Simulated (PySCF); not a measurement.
```xyz
16

N    -1.4657   -2.1664    1.6131
C    -1.3082   -1.3106    0.8736
C    -1.0934   -0.2233   -0.0527
C    -0.2138   -0.6920   -1.2259
O     1.0697   -1.0626   -0.8319
Si    1.9075   -0.3122    0.3524
O     0.8458    0.6223    1.1886
C    -0.4166    0.9508    0.7007
C    -0.3529    2.0931   -0.1994
N    -0.2872    2.9737   -0.9239
H    -2.0618    0.1095   -0.4434
H    -0.1562    0.1197   -1.9637
H    -0.6732   -1.5667   -1.7013
H     2.3354   -1.3274    1.2896
H     2.8983    0.5657   -0.2553
H    -1.0352    1.2353    1.5680
```

Geometry: GFN2-xTB.

Theory: PySCF 2.14.0, PBE0/pcSseg-1, SCF density, gas phase, non-relativistic.

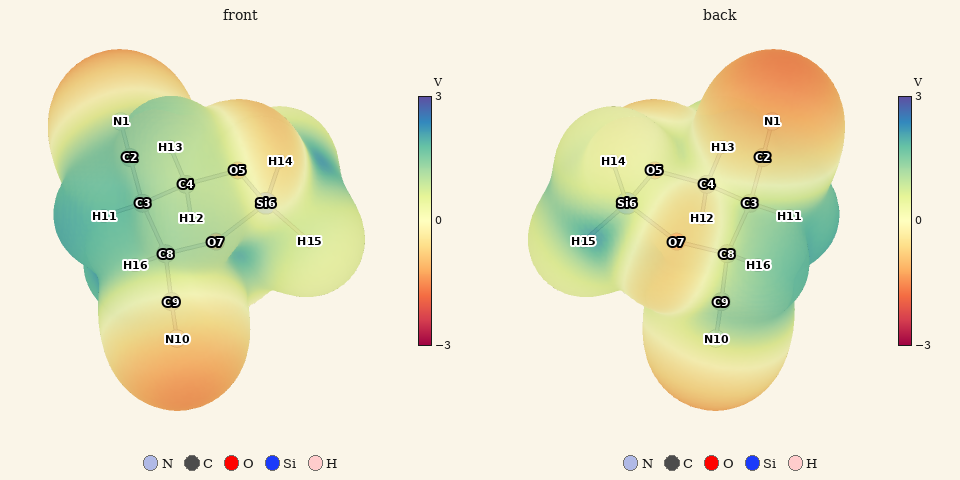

C₅H₆N₂O₂Si. The electrostatic potential painted on the density surface at 0.002 e/bohr³, seen from the front and from behind; the colour scale runs from red (negative) to blue (positive).

> Which sites attract a positive test charge, and which a negative one?

A positive charge is drawn to the negative regions and a negative charge to the positive ones. The most negative region (about −1.5 V) lies over N1, the most positive (about +2.0 V) over C3, Si6, C8 and C9. N1 is the likeliest acceptor of a hydrogen bond.
